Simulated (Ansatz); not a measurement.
## Lattice dynamics of InF (model cell, started as CsCl type)

How does InF (model cell, started as CsCl type) vibrate, and is this structure a minimum?

Method: DFT PBEsol, scalar-relativistic, plane waves, PAW, in Ansatz 0.2.0.

The structure was built from a prototype and need not be the compound's stable phase.

## (1) The starting structure

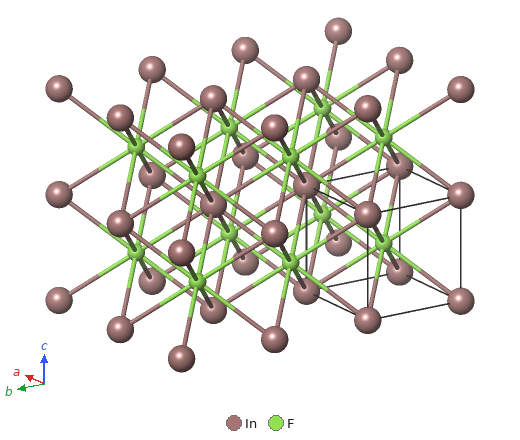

The cell as given, from a free direction (indium brown, fluorine green). 2×3×2 cells are drawn. Some periodic images of atoms are drawn too.

## (2) Bringing the structure to rest

Harmonic phonons are second derivatives at a point where the forces vanish, and they are wanted at zero stress, so atoms and cell are relaxed first.

The input, input.yaml:

```yaml
crystal:
  lattice:
    - [3.15834, 0.0, 0.0]
    - [0.0, 3.15834, 0.0]
    - [0.0, 0.0, 3.15834]
  atoms:
    - { symbol: In, position: [0.0, 0.0, 0.0] }
    - { symbol: F, position: [0.5, 0.5, 0.5] }
kpoints:
  mp_grid: { grid: [14, 14, 14] }
hamiltonian:
  xc: pbesol
scf:
  occupations: { method: gaussian, width: 0.1 }
output:
  forces: true
  stress: true
  eigenvalues: true
  write_density: true
  write_potential: true
  elf: true
  volumetric_format: npy
relax:
  adjacent_minimum: "off"
  f_tol: 0.005
  max_steps: 80
  cell: { stress_tol: 0.05 }
```

The run is started by

```
ansatz run input.yaml --threads 4 --pin off --max-ram 7168MiB --backend cpu --events-out ev --progress --plain --runs-dir out
```

Numbers of over 12 decimals in the logs are rounded to 6 here.

The program printed:

```text
Engine: ansatz 0.2.0, aarch64-unknown-linux-gnu
Pseudopotentials: kind: paw
Pseudopotential: In, paw, valence charge 13, recommended cutoff 420 eV (normal), In.paw.azcp
Pseudopotential: F, paw, valence charge 7, recommended cutoff 420 eV (normal), F.paw.azcp
Functional definition: PBEsol
  exchange = pbesol_x
  correlation = pbesol_c
Crystal: 2 atoms, lattice volume = 31.505 Å³
Basis set: ecut = 420 eV, 619 PW (Γ), exchange–correlation on 48×48×48 points (8 copies of the dense FFT grid, shifted against one another)
Bands: 14, of which v1, the nominal top of the filled ones, is band 10 counted from 1 (9 counted from 0)
Symmetry: 48 space group operations
Space group: Pm-3m (ITA 221), of the structure as read, at distance tolerance 3.2e-5 Å
k-points: 120 of 2744
Non-local potential: In, projectors of the file, l = 0: 2, l = 1: 2, l = 2: 2, l = 3: 2
Non-local potential: F, projectors of the file, l = 0: 2, l = 1: 2, l = 2: 1
PAW form: soft (Blöchl's): semilocal exchange-correlation on the pseudo side does not see the compensation charge
PAW frozen core: In, regenerated for the run's functional, and the local potential with it (the file was generated under x = pbe(κ = 0.804, μ = 0.219515), c = pbe(β = 0.066725))
PAW frozen core: F, regenerated for the run's functional, and the local potential with it (the file was generated under x = pbe(κ = 0.804, μ = 0.219515), c = pbe(β = 0.066725))
PAW one-centre angular grid: In, 590 points (default); XC on 64 Gauss nodes
PAW one-centre angular grid: F, 110 points (default); XC on 64 Gauss nodes
Initial density: superposition of atomic densities (neutral atoms: chi_scale 0, normalization atom), corrected by the library's trained network
Initial wavefunctions: pseudopotential atomic-orbital guess
Functional: x = pbesol(κ = 0.804, μ = 0.123457), c = pbesol(β = 0.046)
SCF iter   1: F=—  HF=-6325.831482 eV  |F-HF|=—  |Δ(HF+E_count)|=         —  Δρ=1.44e-2  dr2=4.34e-2  ethr=1.77e-3  ⟨swp⟩=5.2  Hψ=8834  notcnv=0
preconditioner: auto → none  [insulator: Δε(μ)=0.236 eV  Ē_g=17.955 eV  σ=0.100 eV  W_gap=0.90  n_scr=6 (ndim 8)  ℏωp=29.6 eV  f_vac=0.000  D(μ)=0.02/eV (n_scr^D=0)  ε∞_Penn≈3.7]
SCF iter   2: F=—  HF=-6325.820225 eV  |F-HF|=—  |Δ(HF+E_count)|=   1.13e-2  Δρ=3.07e-3  dr2=2.79e-3  ethr=2.17e-4  ⟨swp⟩=2.3  Hψ=3304  notcnv=0  defer=2
SCF iter   3: F=—  HF=-6325.819633 eV  |F-HF|=—  |Δ(HF+E_count)|=   5.91e-4  Δρ=4.84e-4  dr2=5.06e-5  ethr=1.40e-5  ⟨swp⟩=2.1  Hψ=2130  notcnv=0  defer=2
SCF iter   4: F=—  HF=-6325.819615 eV  |F-HF|=—  |Δ(HF+E_count)|=   1.86e-5  Δρ=5.39e-5  dr2=5.64e-7  ethr=2.53e-7  ⟨swp⟩=2.6  Hψ=2604  notcnv=0  defer=2
iter 5 did not close the SCF: its close was put off for the readings that it lacked (scf_convergence_deferred on its scf_iter line)
SCF iter   5: F=-6325.819615 eV  HF=-6325.819615 eV  |F-HF|=2.90e-8  |Δ(HF+E_count)|=   7.55e-8  Δρ=1.24e-5  dr2=3.05e-8  ethr=2.82e-9  ⟨swp⟩=2.0  Hψ=2868  notcnv=0  defer=2
SCF iter   6: F=-6325.819615 eV  HF=-6325.819615 eV  |F-HF|=4.02e-10  |Δ(HF+E_count)|=   1.42e-8  Δρ=2.06e-6  dr2=4.99e-10  ethr=1.52e-10  ⟨swp⟩=5.3  Hψ=9310  notcnv=0
the search or the solves at the SCF's close seem to have found levels that the self-consistency loop had missed (the run counts 1). By its estimate they hold under 1e-12 electrons; where the run keeps them, the occupations were computed again with them
SCF 1 converged in 6 iterations: F = -6325.819615 eV  dr2 = 4.99e-10
  greatest PAW one-centre occupation: 0.985 electrons in one spin orbital (limit 2), on the In atom at site 0 (counted from 0), in its partial waves of l = 2
relax step   1: F+E_penalty+E_count = -6325.81961467 eV  Δ(F+E_penalty+E_count) = +0.000e0 eV  max|allowed force component| = 1.757e-29 eV/Å  Δτ_max = 0.0000 Å  P = +6.968 GPa  Ω = 31.505 Å³  (6 SCF iters, dr2 threshold 1.00e-7 eV, accepted)
Crystal: 2 atoms, lattice volume = 36.233 Å³
Basis set: ecut = 420 eV, 739 PW (Γ), exchange–correlation on 48×48×48 points (8 copies of the dense FFT grid, shifted against one another)
Initial density: handed on by an earlier stage of this run
Initial wavefunctions: those handed on with the density
iter 1 solved again at ethr=8.88e-4 eV; its pass at ethr=3.10e-3 eV (dr2=1.78e-1 eV) is discarded
SCF iter   1: F=—  HF=-6325.904123 eV  |F-HF|=—  |Δ(HF+E_count)|=         —  Δρ=1.90e-2  dr2=1.77e-1  ethr=8.88e-4  ⟨swp⟩=1.0  Hψ=12225  notcnv=0
preconditioner: auto → none  [insulator: Δε(μ)=0.134 eV  Ē_g=17.264 eV  σ=0.100 eV  W_gap=0.58  n_scr=6 (ndim 8)  ℏωp=27.6 eV  f_vac=0.000  D(μ)=0.08/eV (n_scr^D=0)  ε∞_Penn≈3.6]
SCF iter   2: F=—  HF=-6325.857645 eV  |F-HF|=—  |Δ(HF+E_count)|=   4.65e-2  Δρ=5.52e-3  dr2=1.63e-2  ethr=8.87e-4  ⟨swp⟩=2.3  Hψ=2435  notcnv=0
SCF iter   3: F=—  HF=-6325.851371 eV  |F-HF|=—  |Δ(HF+E_count)|=   6.27e-3  Δρ=9.31e-4  dr2=4.15e-4  ethr=8.16e-5  ⟨swp⟩=1.0  Hψ=2600  notcnv=0
SCF iter   4: F=—  HF=-6325.851203 eV  |F-HF|=—  |Δ(HF+E_count)|=   1.69e-4  Δρ=1.83e-4  dr2=8.65e-6  ethr=2.08e-6  ⟨swp⟩=2.7  Hψ=2627  notcnv=0
SCF iter   5: F=—  HF=-6325.851157 eV  |F-HF|=—  |Δ(HF+E_count)|=   4.56e-5  Δρ=4.07e-5  dr2=3.33e-7  ethr=4.33e-8  ⟨swp⟩=2.0  Hψ=2661  notcnv=0
SCF iter   6: F=-6325.851157 eV  HF=-6325.851157 eV  |F-HF|=1.40e-8  |Δ(HF+E_count)|=   3.61e-7  Δρ=1.11e-5  dr2=1.61e-8  ethr=1.00e-9  ⟨swp⟩=9.0  Hψ=11526  notcnv=0
SCF 2 converged in 6 iterations: F = -6325.851157 eV  dr2 = 1.61e-8
  greatest PAW one-centre occupation: 0.984 electrons in one spin orbital (limit 2), on the In atom at site 0 (counted from 0), in its partial waves of l = 2
relax step   2: F+E_penalty+E_count = -6325.85115732 eV  Δ(F+E_penalty+E_count) = -3.154e-2 eV  max|allowed force component| = 5.801e-30 eV/Å  Δτ_max = 0.0000 Å  P = -2.868 GPa  Ω = 36.233 Å³  energy of the carried Pulay correction = -1.309e-2 eV  (6 SCF iters, dr2 threshold 2.00e-7 eV, accepted)
Crystal: 2 atoms, lattice volume = 34.714 Å³
Basis set: ecut = 420 eV, 691 PW (Γ), exchange–correlation on 48×48×48 points (8 copies of the dense FFT grid, shifted against one another)
iter 1 solved again at ethr=8.18e-5 eV; its pass at ethr=3.10e-3 eV (dr2=1.64e-2 eV) is discarded
SCF iter   1: F=—  HF=-6325.875507 eV  |F-HF|=—  |Δ(HF+E_count)|=         —  Δρ=6.05e-3  dr2=1.63e-2  ethr=8.18e-5  ⟨swp⟩=1.0  Hψ=12092  notcnv=0
preconditioner: auto → none  [insulator: Δε(μ)=0.134 eV  Ē_g=17.433 eV  σ=0.100 eV  W_gap=0.57  n_scr=6 (ndim 8)  ℏωp=28.2 eV  f_vac=0.000  D(μ)=0.07/eV (n_scr^D=0)  ε∞_Penn≈3.6]
SCF iter   2: F=—  HF=-6325.871544 eV  |F-HF|=—  |Δ(HF+E_count)|=   3.96e-3  Δρ=1.81e-3  dr2=1.66e-3  ethr=8.15e-5  ⟨swp⟩=1.3  Hψ=1777  notcnv=0
SCF iter   3: F=—  HF=-6325.870950 eV  |F-HF|=—  |Δ(HF+E_count)|=   5.95e-4  Δρ=2.76e-4  dr2=4.27e-5  ethr=8.28e-6  ⟨swp⟩=1.5  Hψ=1775  notcnv=0
SCF iter   4: F=—  HF=-6325.870900 eV  |F-HF|=—  |Δ(HF+E_count)|=   4.97e-5  Δρ=4.86e-5  dr2=5.94e-7  ethr=2.14e-7  ⟨swp⟩=2.8  Hψ=2598  notcnv=0
iter 5 did not close the SCF: its close was put off for the readings that it lacked (scf_convergence_deferred on its scf_iter line)
SCF iter   5: F=-6325.870900 eV  HF=-6325.870900 eV  |F-HF|=1.63e-8  |Δ(HF+E_count)|=   1.70e-7  Δρ=1.13e-5  dr2=2.04e-8  ethr=2.97e-9  ⟨swp⟩=2.0  Hψ=2532  notcnv=0
SCF iter   6: F=-6325.870900 eV  HF=-6325.870900 eV  |F-HF|=8.73e-10  |Δ(HF+E_count)|=   2.22e-8  Δρ=2.69e-6  dr2=9.09e-10  ethr=1.02e-10  ⟨swp⟩=5.0  Hψ=9005  notcnv=0
SCF 3 converged in 6 iterations: F = -6325.870900 eV  dr2 = 9.09e-10
relax step   3: F+E_penalty+E_count = -6325.87089967 eV  Δ(F+E_penalty+E_count) = -1.974e-2 eV  max|allowed force component| = 8.809e-30 eV/Å  Δτ_max = 0.0000 Å  P = -0.367 GPa  Ω = 34.714 Å³  energy of the carried Pulay correction = -9.089e-3 eV  (6 SCF iters, dr2 threshold 2.00e-7 eV, accepted)
[...]
relax step   4: F+E_penalty+E_count = -6325.87170116 eV  Δ(F+E_penalty+E_count) = -8.015e-4 eV  max|allowed force component| = 1.832e-30 eV/Å  Δτ_max = 0.0000 Å  P = +0.023 GPa  Ω = 34.502 Å³  energy of the carried Pulay correction = -8.516e-3 eV  (6 SCF iters, dr2 threshold 2.00e-7 eV, accepted)
[...]
relax step   5: F+E_penalty+E_count = -6325.88628256 eV  Δ(F+E_penalty+E_count) = -1.458e-2 eV  max|allowed force component| = 1.274e-30 eV/Å  Δτ_max = 0.0000 Å  P = +0.726 GPa  Ω = 34.502 Å³  stress off target by 7.26e-1 GPa  SCF on the basis re-selected at this cell (its energy is not comparable with the rows above)  (6 SCF iters)
[...]
relax step   6: F+E_penalty+E_count = -6325.88617791 eV  Δ(F+E_penalty+E_count) = +1.047e-4 eV  max|allowed force component| = 7.823e-30 eV/Å  Δτ_max = 0.0000 Å  P = +0.124 GPa  Ω = 34.887 Å³  energy of the carried Pulay correction = -1.118e-3 eV  (6 SCF iters, dr2 threshold 2.00e-7 eV, accepted)
[...]
relax step   7: F+E_penalty+E_count = -6325.88596461 eV  Δ(F+E_penalty+E_count) = +2.133e-4 eV  max|allowed force component| = 2.932e-29 eV/Å  Δτ_max = 0.0000 Å  P = +0.003 GPa  Ω = 34.967 Å³  energy of the carried Pulay correction = -1.363e-3 eV  (6 SCF iters, accepted)
iter 1 solved again at ethr=1.63e-7 eV; its pass at ethr=3.10e-3 eV (dr2=3.26e-5 eV) is discarded
SCF iter   1: F=—  HF=-6325.887445 eV  |F-HF|=—  |Δ(HF+E_count)|=         —  Δρ=1.33e-4  dr2=9.48e-7  ethr=1.63e-7  ⟨swp⟩=2.7  Hψ=12714  notcnv=0
preconditioner: auto → none  [insulator: Δε(μ)=0.130 eV  Ē_g=17.406 eV  σ=0.100 eV  W_gap=0.56  n_scr=6 (ndim 8)  ℏωp=28.1 eV  f_vac=0.000  D(μ)=0.07/eV (n_scr^D=0)  ε∞_Penn≈3.6]
SCF iter   2: F=—  HF=-6325.887413 eV  |F-HF|=—  |Δ(HF+E_count)|=   3.17e-5  Δρ=5.40e-5  dr2=1.25e-7  ethr=4.74e-9  ⟨swp⟩=2.0  Hψ=2844  notcnv=0
SCF iter   3: F=—  HF=-6325.887413 eV  |F-HF|=—  |Δ(HF+E_count)|=   1.51e-7  Δρ=1.02e-5  dr2=4.47e-9  ethr=6.23e-10  ⟨swp⟩=2.0  Hψ=2823  notcnv=0
SCF iter   4: F=—  HF=-6325.887413 eV  |F-HF|=—  |Δ(HF+E_count)|=   8.40e-9  Δρ=9.98e-7  dr2=2.05e-10  ethr=2.24e-11  ⟨swp⟩=2.0  Hψ=2880  notcnv=0
iter 5 did not close the SCF: its close was put off for the readings that it lacked (scf_convergence_deferred on its scf_iter line)
SCF iter   5: F=-6325.887413 eV  HF=-6325.887413 eV  |F-HF|=9.09e-13  |Δ(HF+E_count)|=  2.82e-11  Δρ=2.69e-7  dr2=1.46e-11  ethr=1.02e-12  ⟨swp⟩=2.0  Hψ=2542  notcnv=0
SCF iter   6: F=-6325.887413 eV  HF=-6325.887413 eV  |F-HF|=2.73e-12  |Δ(HF+E_count)|=  7.28e-12  Δρ=3.29e-8  dr2=2.40e-13  ethr=1.00e-12  ⟨swp⟩=4.0  Hψ=6683  notcnv=0
SCF 8 converged in 6 iterations: F = -6325.887413 eV  dr2 = 2.40e-13
relax step   8: F+E_penalty+E_count = -6325.88741319 eV  Δ(F+E_penalty+E_count) = -1.449e-3 eV  max|allowed force component| = 3.721e-29 eV/Å  Δτ_max = 0.0000 Å  P = +0.024 GPa  Ω = 34.967 Å³  stress off target by 2.36e-2 GPa  SCF on the basis re-selected at this cell (its energy is not comparable with the rows above)  (6 SCF iters)
basis re-selected at this cell: Δ(F+E_penalty+E_count) = -1.449e-3 eV, ΔP = +0.020 GPa vs the last step (what re-selecting the basis moved, of the pressure what is left beyond the Pulay correction that the steps carried, after the strain that the cell walked since its last selection, with what the two solves' SCF thresholds leave and, on support functions, any second-order correction that the steps lacked; it is no m [...]
SCF converged after 6 iterations
Free energy (F): -6325.887413 eV
Harris-Foulkes:  -6325.887413 eV  (|F-HF|=2.73e-12)
Internal energy: -6325.887045 eV  (E = F + TS)
E sigma→0 (E₀):  -6325.887229 eV
Entropy (-TS):   -0.000368 eV (-0.184 meV/atom)
Fermi energy:    8.189710 eV
--- Per-component energies (eV) ---
  E_band       = -53.730017
  E_kinetic    = 444.634581
  E_local      = -1549.451951  (includes V_loc(G=0)·N_el)
  E_nonlocal   = 441.086633
  E_hartree    = 585.589884
  E_xc         = -293.040929
  E_vxc        = -201.980695  (∫ρ·V_xc dr)
  E_paw        = -4271.785268  (= ΣΔE_a)
  E_vpaw       = -359.200381  (= ΣTr[D̂ρ^β])
  E_aug_tail   = 0.002028  (compensation charges beyond the density's cutoff)
  E_ewald      = -1683.200370
  E_core_change = 0.278345  (= ΣΔE_core)
  E_smearing   = -0.000368  (= −TS)
  E_closure    = 0.000000  (closes the sum)
  Σ components = -6325.887413   (vs F -6325.887413, Δ=0.00e0)
--- Forces (eV/Å), atoms counted from 1 ---
  atom   1  In    -0.00000000     0.00000000    -0.00000000
  atom   2  F     -0.00000000    -0.00000000     0.00000000
  max |Σ_I F_I| component: 7.70e-29 eV/Å
--- Stress (GPa, compression-positive) ---
        0.023554       0.000000      -0.000000
        0.000000       0.023554      -0.000000
       -0.000000      -0.000000       0.023554
  P = ⅓ Tr σ = 0.0236 GPa (0.236 kbar)
--- Band table (eV; the first three rows and the last of 120) ---
  k-point 0: bands = [... 6 lower, 1.9539, 4.1815, 4.1815, 4.1815, 16.5429, 16.5429, 16.5429, 17.4482]
  k-point 1: bands = [... 6 lower, 1.9072, 4.1960, 4.1960, 4.2637, 15.4264, 16.5594, 16.5594, 17.5010]
  k-point 2: bands = [... 6 lower, 1.7880, 4.2375, 4.2375, 4.4988, 13.9423, 16.6048, 16.6048, 17.6597]
  k-point 119: bands = [... 6 lower, 3.8030, 3.8030, 3.8030, 9.3631, 10.1548, 10.1548, 10.1548, 19.0670]
--- Relaxed structure (6 steps of the walk, 6 accepted, 2 SCFs on fresh bases) ---
  F+E_penalty+E_count = -6325.88741319 eV   max|allowed force component| = 3.721e-29 eV/Å   (the final SCF, on the basis selected at the relaxed cell)
  cell:  # Å, volume = 34.9673 Å³
    - [3.270047, 0, 0]
    - [0, 3.270047, 0]
    - [0, 0, 3.270047]
  atoms:
    - { symbol: In, position: [0, 0, 0] }
    - { symbol: F, position: [0.500000, 0.500000, 0.500000] }
```

Wall time 6.4 s (4 threads of Arm Neoverse V2, shared host); peak memory 0.37 GiB.

Relaxation path:

```tsv
step	energy less that of the first step (eV)	largest force component (eV/Å)	pressure (GPa)	volume (Å³)
1	0.0000	0.0000	6.97	31.50
2	-0.0315	0.0000	-2.87	36.23
3	-0.0513	0.0000	-0.37	34.71
4	-0.0521	0.0000	0.02	34.50
5*	-0.0667	0.0000	0.73	34.50
6	-0.0666	0.0000	0.12	34.89
7	-0.0664	0.0000	0.00	34.97
8*	-0.0678	0.0000	0.02	34.97
```

Relaxation steps marked * repeat the geometry before them on a plane-wave basis chosen anew for their cell, so energy and pressure can jump there.

Forces are held to the 48 operations that the run works with; a distortion that breaks them can't arise in this run.

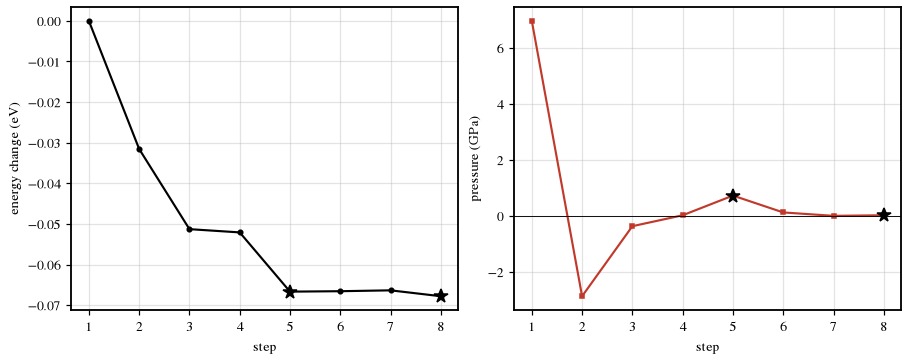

Energy and pressure along the relaxation. Stars mark steps on a basis chosen anew.

```tsv
conventional cell, symmetrised	before	after	change
a (Å)	3.158	3.270	+3.5 %
b (Å)	3.158	3.270	+3.5 %
c (Å)	3.158	3.270	+3.5 %
volume (Å³/atom)	15.75	17.48	+11.0 %
```

The relaxed structure:

```cif
data_structure
_symmetry_space_group_name_H-M 'P 1'
_symmetry_Int_Tables_number 1
_cell_length_a 3.2700
_cell_length_b 3.2700
_cell_length_c 3.2700
_cell_angle_alpha 90.000
_cell_angle_beta 90.000
_cell_angle_gamma 90.000
_cell_volume 34.97
loop_
_atom_site_label
_atom_site_type_symbol
_atom_site_fract_x
_atom_site_fract_y
_atom_site_fract_z
_atom_site_occupancy
In1 In 0.00000 0.00000 0.00000 1
F2 F 0.50000 0.50000 0.50000 1
```

Numbers from this step:

| Quantity | Value |
| --- | --- |
| pressure | 0.02355 GPa |
| volume per atom | 17.48 Å³ |
| gap on the k-mesh | 0 eV |

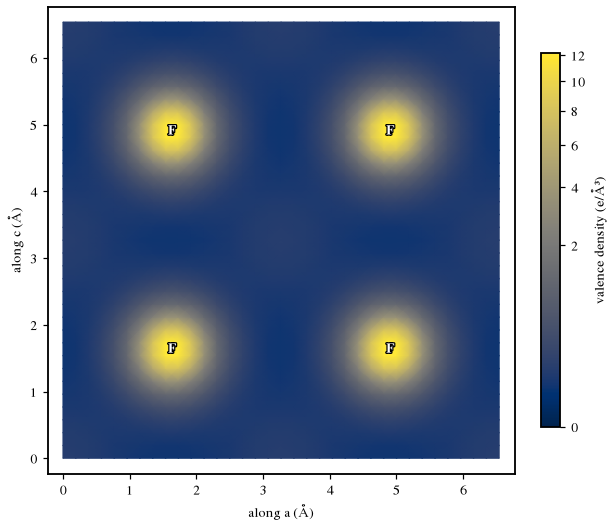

Valence density in the ac plane at fractional y = 0.500, with atoms of F within 0.2 Å of it. It is the smooth field of the valence electrons, not physical close to the nuclei. The colour scale is stretched toward low values.

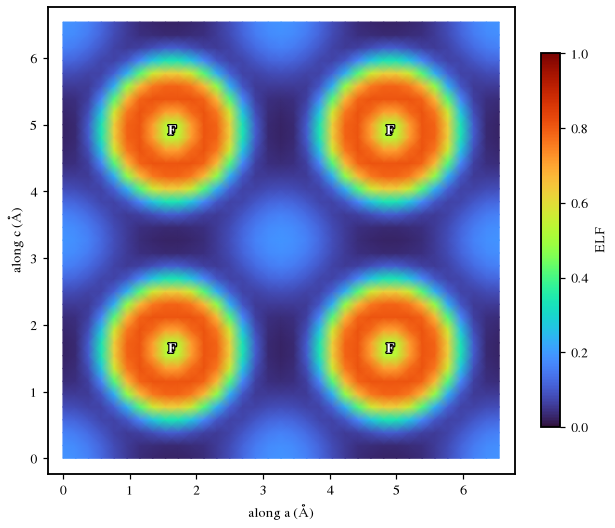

ELF in the ac plane at fractional y = 0.500, with atoms of F within 0.2 Å of it. It is the smooth field of the valence electrons, not physical close to the nuclei.

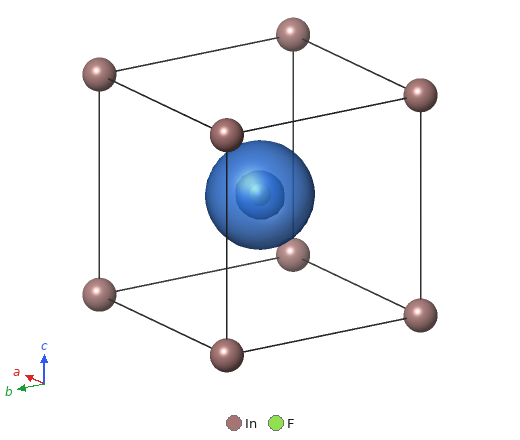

Surface of ELF = 0.73.

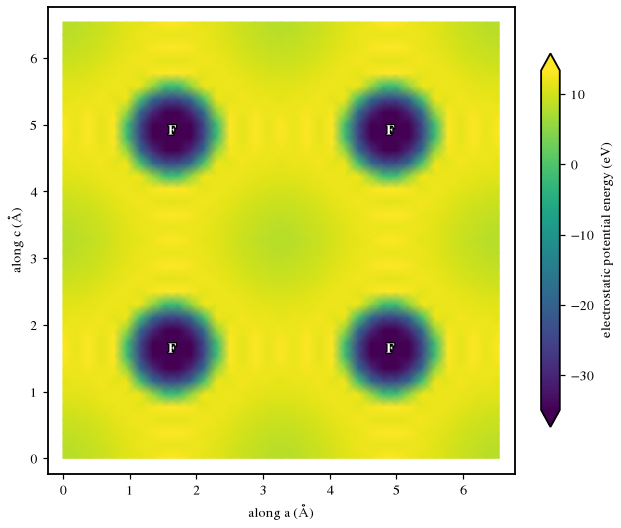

Electrostatic potential energy in the ac plane at fractional y = 0.500, with atoms of F within 0.2 Å of it. With pseudopotentials it is smooth inside the atoms' cores, unlike the true potential.

In this step the volume went from 15.75 to 17.48 Å³/atom.

## (3) Relaxation

The relaxation is repeated from its end on the same settings, as a check that it has come to rest.

Changes to input.yaml since step 2:

```diff
@@ -2,5 +2,5 @@
   lattice:
-    - [3.15834, 0.0, 0.0]
-    - [0.0, 3.15834, 0.0]
-    - [0.0, 0.0, 3.15834]
+    - [3.2700465158, 0.0, 0.0]
+    - [0.0, 3.2700465158, 0.0]
+    - [0.0, 0.0, 3.2700465158]
   atoms:
```

The program printed:

```text
[...]
Crystal: 2 atoms, lattice volume = 34.967 Å³
Basis set: ecut = 420 eV, 691 PW (Γ), exchange–correlation on 48×48×48 points (8 copies of the dense FFT grid, shifted against one another)
Bands: 14, of which v1, the nominal top of the filled ones, is band 10 counted from 1 (9 counted from 0)
Symmetry: 48 space group operations
[...]
k-points: 120 of 2744
[...]
k-point 119: bands = [... 6 lower, 3.8030, 3.8030, 3.8030, 9.3631, 10.1548, 10.1548, 10.1548, 19.0670]
--- Relaxed structure (1 steps of the walk, 1 accepted, 1 SCFs on fresh bases) ---
[...]
cell:  # Å, volume = 34.9673 Å³
    - [3.2700465158, 0.0, 0.0]
    - [0.0, 3.2700465158, 0.0]
    - [0.0, 0.0, 3.2700465158]
  atoms:
    - { symbol: In, position: [0.0, 0.0, 0.0] }
    - { symbol: F, position: [0.5, 0.5, 0.5] }
[key lines of the parts left out:]
SCF converged after 8 iterations
Free energy (F): -6325.887413 eV
Fermi energy:    8.189710 eV
P = ⅓ Tr σ = 0.0236 GPa (0.236 kbar)
```

It took 2.4 s on 4 threads; peak memory 0.37 GiB; 7.2 s of CPU time.

Little changed from the start: no atom moved by 0.005 Å and no cell edge by 0.1 %.

In this step the volume went from 17.48 to 17.48 Å³/atom.

(Continued in part 2 of 2.)

[Logs are printed without paths, hosts, clocks, repeated set-up lines and the standing remarks that a program may print on its own settings, such as how far it seeks lower states.]

[Hosts, paths, dates, database ids (printed as entryN), source tags and the programs' standing remarks are cut or masked in the printed files.]
